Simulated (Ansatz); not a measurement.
# SOF2 (SMILES O=S(F)F), step by step

Wanted: a series of 32 runs (HF/STO-3G, UHF/STO-3G, HF/3-21G, UHF/3-21G, HF/6-31G*, UHF/6-31G*, B3LYP/6-31G*, UB3LYP/6-31G*, and more) of F2OS. 

Program for the calculation: Ansatz 0.2.0.

## Step 1: Starting point

SOF2: 4 atoms, total charge 0, spin state singlet. SMILES: `O=S(F)F`. The shape is that of a PBE0-D4/def2-TZVP optimisation. The run starts from this shape.

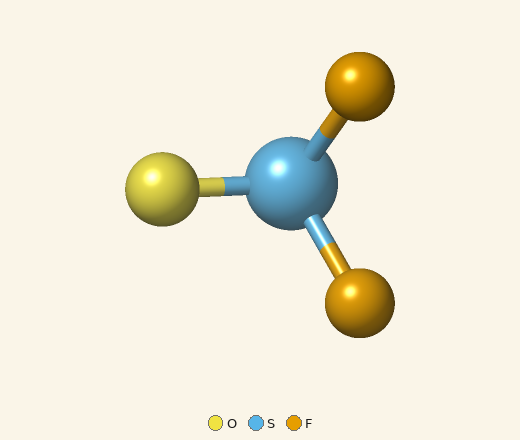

Viewed from a chosen angle; oxygen yellow, sulfur blue, fluorine amber.

## Step 2: A structure relaxation at HF/STO-3G (run 1)

Contents of input.yaml:

```yaml
crystal:
  periodic: [false, false, false]
  atoms:
    - {symbol: O, position_ang: [0.932400, 0.066600, -1.017800]}
    - {symbol: S, position_ang: [-0.151300, -0.426200, -0.245700]}
    - {symbol: F, position_ang: [-1.124400, 0.804200, 0.000400]}
    - {symbol: F, position_ang: [0.343300, -0.444600, 1.263100]}
basis:
  gaussian:
    orbitals: STO-3G
hamiltonian:
  xc: hf
relax:
  f_tol: 0.002
output:
  orbitals: {seedname: orbitals}
```

Command:

```sh
ansatz run input.yaml --threads 1 --pin off --max-ram 3480MiB --events-out events.jsonl --progress --plain --runs-dir runs
```

The log of the run:

```text
Warning: RAYON_NUM_THREADS=1 ignored (pool sized by the plan → 1); use --threads N
The last accepted step is kept in runs//last_step.txt (removed where the run ends without a failure and the disk answers)
[... 68 lines left out ...]
Total energy: -18038.05183403 eV, -662.8861782699 hartree
[... 4 lines left out ...]
Dipole moment:    -0.418150    -0.307480     0.181925 e Å
```

Run time: 3.3 s. Hardware: 1 thread of Arm Neoverse V1, shared host; peak memory 0.086 GiB.

Step by step:

```tsv
step	energy from the first frame kept (eV)	largest force (eV/Å)
1	0.0000	11.4301
2	-0.8518	5.6135
3	-1.0277	1.8067
4	-1.2092	1.6747
5	-1.2517	0.5687
6	-1.2615	0.1278
7	-1.2614	0.1441
8	-1.2620	0.0055
9	-1.2620	0.0020
```

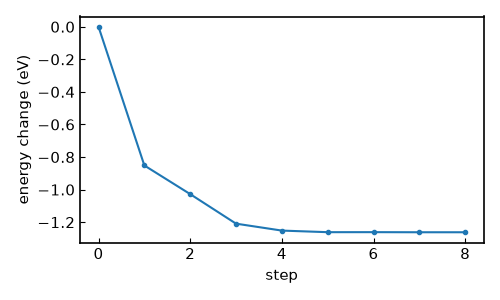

Energy along the run.

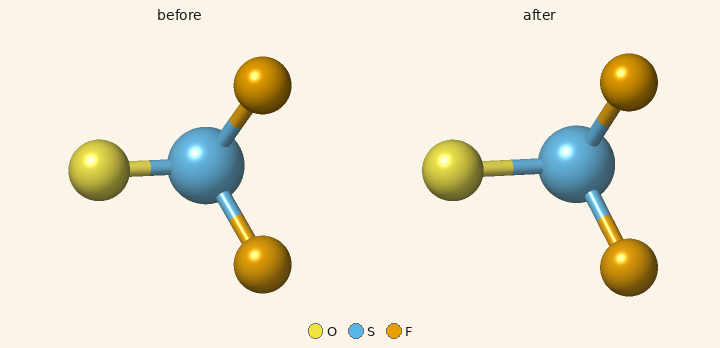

Before and after, at one scale.

After the run. Bond lengths: O1–S2 1.660 Å, S2–F3 1.650 Å, S2–F4 1.650 Å. Angles: O1–S2–F3 101.8°, O1–S2–F4 101.8°, F3–S2–F4 92.4°.

## Step 3: The harmonic vibrations at HF/STO-3G (run 2)

Contents of molecule.yaml:

```yaml
crystal:
  periodic: [false, false, false]
  atoms:
    - {symbol: O, position_ang: [1.037501, 0.107844, -1.099232]}
    - {symbol: S, position_ang: [-0.234307, -0.502870, -0.224994]}
    - {symbol: F, position_ang: [-1.159993, 0.842819, 0.009618]}
    - {symbol: F, position_ang: [0.356799, -0.447792, 1.314609]}
basis:
  gaussian: {orbitals: STO-3G}
hamiltonian: {xc: hf}
phonons: {temperatures: {t_min: 298.15, t_max: 298.15, t_step: 1}}
```

Command:

```sh
ansatz run molecule.yaml --threads 1 --pin off --max-ram 3480MiB --events-out events.jsonl --progress --plain --runs-dir runs
```

The log of the run:

```text
Warning: RAYON_NUM_THREADS=1 ignored (pool sized by the plan → 1); use --threads N
[... 86 lines left out ...]
Total energy: -18038.05182092 eV, -662.8861777880 hartree
[... 4 lines left out ...]
Dipole moment:    -0.418151    -0.307480     0.181925 e Å
Vibrations: 277.92 320.78 387.32 616.61 968.91 980.29 cm⁻¹, zero-point energy 0.220185 eV
```

Wall time 3 s (1 thread of Arm Neoverse V1, shared host); peak memory 0.08 GiB.

Runs 3 to 7 aren't shown in full; the table further down has their settings and results.

## Step 4: The doublet cation: a structure relaxation at UHF/3-21G (run 8)

Contents of run.yaml:

```yaml
crystal:
  periodic: [false, false, false]
  atoms:
    - {symbol: O, position_ang: [0.991914, 0.078146, -1.075617]}
    - {symbol: S, position_ang: [-0.176028, -0.455367, -0.245751]}
    - {symbol: F, position_ang: [-1.155437, 0.824641, 0.017567]}
    - {symbol: F, position_ang: [0.339550, -0.447420, 1.303801]}
basis:
  gaussian:
    orbitals: 3-21G.json
hamiltonian:
  xc: hf
total_charge: 1
magnetization:
  spin_polarized: true
  initial_magnetization: 1
relax: {}
```

The basis set 3-21G is read from a file made from the Basis Set Exchange's data (not shown).

Command:

```sh
ansatz run run.yaml --threads 1 --pin off --max-ram 3480MiB --events-out events.jsonl --progress --plain --runs-dir runs
```

The log of the run:

```text
Warning: RAYON_NUM_THREADS=1 ignored (pool sized by the plan → 1); use --threads N
The last accepted step is kept in runs//last_step.txt (removed where the run ends without a failure and the disk answers)
[... 62 lines left out ...]
Total energy: -18157.93312550 eV, -667.2917344730 hartree
[... 4 lines left out ...]
Dipole moment:    -0.152791    -0.498980    -0.315894 e Å
```

Run time: 5.1 s. Hardware: 1 thread of Arm Neoverse V1, shared host; peak memory 0.094 GiB.

The path in brief:

```tsv
step	energy from the first frame kept (eV)	largest force (eV/Å)
1	0.0000	7.7087
2	-0.3457	4.4424
3	-0.5657	0.7498
4	-0.5766	0.1703
5	-0.5773	0.0252
6	-0.5773	0.0190
7	-0.5774	0.0006
```

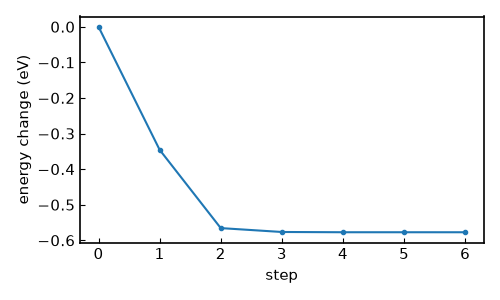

Energy along the run.

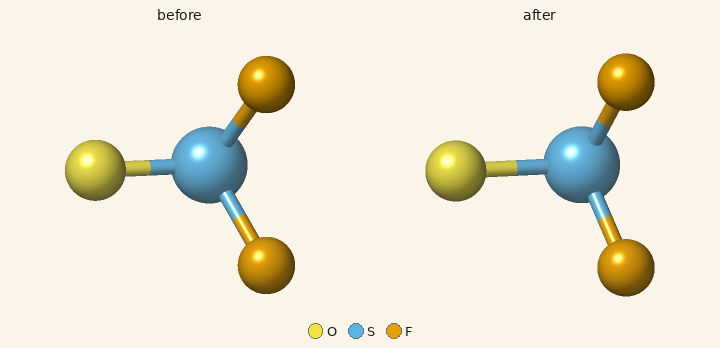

Before and after, at one scale.

After the run. Bond lengths: O1–S2 1.702 Å, S2–F3 1.601 Å, S2–F4 1.601 Å. Angles: O1–S2–F3 99.3°, O1–S2–F4 99.3°, F3–S2–F4 97.5°.

Runs 9 to 31 aren't shown in full; the table further down has their settings and results.

## Step 5: The harmonic vibrations at r2SCAN/def2-TZVP (run 32)

Contents of molecule.yaml:

```yaml
crystal:
  periodic: [false, false, false]
  atoms:
    - {symbol: O, position_ang: [0.938169, 0.067069, -1.024100]}
    - {symbol: S, position_ang: [-0.151461, -0.430977, -0.250186]}
    - {symbol: F, position_ang: [-1.133874, 0.812048, 0.000029]}
    - {symbol: F, position_ang: [0.347166, -0.448140, 1.274258]}
basis:
  gaussian:
    orbitals: def2-TZVP
phonons:
  temperatures: {t_min: 298.15, t_max: 298.15, t_step: 1}
hamiltonian:
  xc: {name: r2SCAN}
```

Command:

```sh
ansatz run molecule.yaml --threads 1 --pin off --max-ram 3480MiB --events-out events.jsonl --progress --plain --runs-dir runs
```

The log of the run:

```text
Warning: RAYON_NUM_THREADS=1 ignored (pool sized by the plan → 1); use --threads N
[... 7 lines left out ...]
724 factors; their error is unknown
[... 14 lines left out ...]
724 factors; their error is unknown
[... 10 lines left out ...]
724 factors; their error is unknown
[... 9 lines left out ...]
724 factors; their error is unknown
[... 10 lines left out ...]
724 factors; their error is unknown
[... 4 lines left out ...]
724 factors; their error is unknown
[... 4 lines left out ...]
724 factors; their error is unknown
[... 4 lines left out ...]
724 factors; their error is unknown
[... 5 lines left out ...]
724 factors; their error is unknown
[... 4 lines left out ...]
724 factors; their error is unknown
[... 4 lines left out ...]
724 factors; their error is unknown
[... 8 lines left out ...]
Dipole moment:    -0.215385    -0.246994     0.006070 e Å
Vibrations: 360.11 384.00 514.06 722.27 789.14 1338.07 cm⁻¹, zero-point energy 0.254641 eV
```

Wall time 47 s (1 thread of Arm Neoverse V1, shared host); peak memory 0.14 GiB.

## Step 6: All runs side by side

```tsv
run	level	task	walk f tol	partner	energy (Eh)	dipole moment (D)	wall time
1	HF/STO-3G	optimise	0.002	base	-662.886178	2.64	3.3 s
2	HF/STO-3G	frequencies	–	base	-662.886178	2.64	3 s
3	UHF/STO-3G	energy	–	cation	-662.718212	–	0.6 s
4	UHF/STO-3G	optimise	–	cation	-662.723517	–	3.6 s
5	HF/3-21G	optimise	0.002	base	-667.650996	3.18	2.6 s
6	HF/3-21G	frequencies	–	base	-667.650997	3.18	3.3 s
7	UHF/3-21G	energy	–	cation	-667.270511	–	0.72 s
8	UHF/3-21G	optimise	–	cation	-667.291734	–	5.1 s
9	HF/6-31G* (Cartesian functions)	optimise	0.002	base	-671.183517	2.22	4.2 s
10	HF/6-31G* (Cartesian functions)	frequencies	–	base	-671.183517	2.22	13 s
11	UHF/6-31G* (Cartesian functions)	energy	–	cation	-670.766295	–	1.3 s
12	UHF/6-31G* (Cartesian functions)	optimise	–	cation	-670.788169	–	11 s
13	B3LYP/6-31G* (Cartesian functions)	optimise	0.002	base	-673.044101	1.78	12 s
14	B3LYP/6-31G* (Cartesian functions)	frequencies	–	base	-673.044101	1.78	17 s
15	UB3LYP/6-31G* (Cartesian functions)	energy	–	cation	-672.593213	–	3 s
16	UB3LYP/6-31G* (Cartesian functions)	optimise	–	cation	-672.604469	–	23 s
17	PBE/def2-SVP	optimise	0.002	base	-672.294312	1.69	8.4 s
18	PBE/def2-SVP	frequencies	–	base	-672.294312	1.69	11 s
19	UPBE/def2-SVP	energy	–	cation	-671.846548	–	5.7 s
20	UPBE/def2-SVP	optimise	–	cation	-671.859644	–	18 s
21	MP2/6-31G* (Cartesian functions)	optimise	0.002	base	-671.854274	1.82	8.1 s
22	MP2/6-31G* (Cartesian functions)	frequencies	–	base	-671.854275	1.82	16 s
23	UMP2/6-31G* (Cartesian functions)	energy	–	cation	-671.385660	–	1.8 s
24	UMP2/6-31G* (Cartesian functions)	optimise	–	cation	-671.400101	–	20 s
25	BLYP/cc-pVTZ	optimise	0.002	base	-673.200682	1.69	18 s
26	BLYP/cc-pVTZ	frequencies	–	base	-673.200682	1.69	24 s
27	CCSD(T)/cc-pVDZ	optimise	0.002	base	-671.928468	2.01	3 min
28	CCSD(T)/cc-pVDZ	frequencies	–	base	-671.928468	2.01	5.6 min
29	wB97X-V/def2-TZVP	optimise	0.002	base	-673.075728	1.71	33 s
30	wB97X-V/def2-TZVP	frequencies	–	base	-673.075728	1.71	2.5 min
31	r2SCAN/def2-TZVP	optimise	0.002	base	-673.096294	1.57	30 s
32	r2SCAN/def2-TZVP	frequencies	–	base	-673.096294	1.57	47 s
```

## Step 7: Summary of results

```
                                                                             quantity          value
                                               run 32, r2SCAN/def2-TZVP: total energy  -673.09629 Eh
                                              run 32, r2SCAN/def2-TZVP: dipole moment         1.57 D
                                   run 32, r2SCAN/def2-TZVP: largest force on an atom     0.000 eV/Å
                                 run 32, r2SCAN/def2-TZVP: lowest harmonic wavenumber       360 cm⁻¹
                                run 32, r2SCAN/def2-TZVP: highest harmonic wavenumber      1338 cm⁻¹
                                          run 32, r2SCAN/def2-TZVP: zero-point energy    24.6 kJ/mol
                        vertical ionisation energy (to the doublet cation), HF/STO-3G       4.571 eV
                         vertical ionisation energy (to the doublet cation), HF/3-21G      10.354 eV
                        vertical ionisation energy (to the doublet cation), HF/6-31G*      11.353 eV
                     vertical ionisation energy (to the doublet cation), PBE/def2-SVP      12.184 eV
   adiabatic ionisation energy (to the doublet cation, no zero-point term), HF/STO-3G       4.426 eV
   adiabatic ionisation energy (to the doublet cation, no zero-point term), HF/6-31G*      10.758 eV
adiabatic ionisation energy (to the doublet cation, no zero-point term), B3LYP/6-31G*      11.963 eV
  adiabatic ionisation energy (to the doublet cation, no zero-point term), MP2/6-31G*      12.359 eV
```

At HF/STO-3G: removing an electron at fixed nuclei costs 4.57 eV (441 kJ/mol). In a minimal basis such a difference can be off by several eV, whatever the method. At HF/3-21G: removing an electron at fixed nuclei costs 10.35 eV (999 kJ/mol). At HF/6-31G*: the vertical ionisation energy comes to 11.35 eV (262 kcal/mol). At PBE/def2-SVP: the vertical ionisation energy comes to 12.18 eV (281 kcal/mol). At HF/STO-3G: the adiabatic ionisation energy (to the doublet cation, no zero-point term) is 4.43 eV (427 kJ/mol). Totals of different functionals can't be ranked against each other. In runs 1, 2, 3, 4 the basis is minimal, so the values are rough. Spin contamination of the reference: run 4 ⟨S²⟩ = 0.87. All runs together took 17 min, the longest 5.6 min.
